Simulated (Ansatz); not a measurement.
The compound is PbF (space group R-3m, No. 166), taken as the end point of a relaxation with Ansatz, DFT PBE, scalar-relativistic, plane waves, PAW; the starting structure was generated, so it need not be a known form of this composition.

```
Pb F
1.0
     4.24834    0.00000    0.00000
    -2.12417    3.67917    0.00000
     0.00000    0.00000    7.92823
Pb F
3 3
Direct
  0.00000 0.00000 0.00000
  0.66667 0.33333 0.33333
  0.33333 0.66667 0.66667
  0.33333 0.66667 0.16667
  0.00000 0.00000 0.50000
  0.66667 0.33333 0.83333
```

Describe the stacking along c, with columns A (0, 0), B (1/3, 2/3), C (2/3, 1/3) of the hexagonal mesh.

Pb(A) – F(B) – Pb(C) – F(A) – Pb(B) – F(C) (six layers in 7.93 Å).

F layers alone: BAC, the cubic close-packed type.

Pb: three octahedral sites in each hexagonal cell.

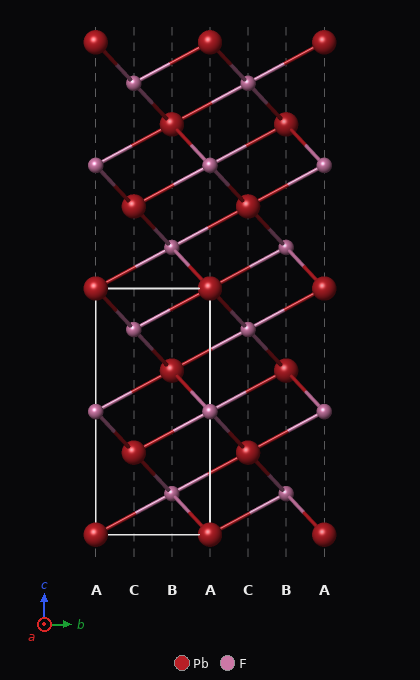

Projection along an edge of the hexagonal mesh, stacking direction c upwards. The dashed lines mark the three columns A (0, 0), B (1/3, 2/3) and C (2/3, 1/3). The sequence starts with the first layer at or above the cell's origin.
